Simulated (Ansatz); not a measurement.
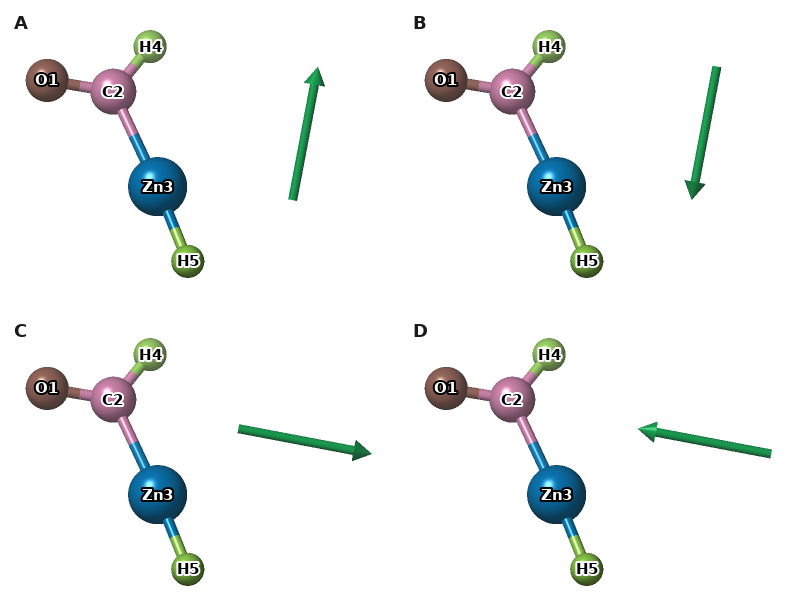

The same molecule four times, each with an arrow. The geometry was computed by an optimisation with PBE-D4/def2-SVP. No frequency run is at hand to confirm it as a minimum. Level of theory: RKS PBE-D4/def2-SVP (Ansatz 0.2.0).

Question: Which arrow points along the dipole moment, from the negative to the positive end?

Answer: C. The dipole moment is 1.79 D; it points from the side of O1 to the side of H5 (the outermost atoms at the two ends).
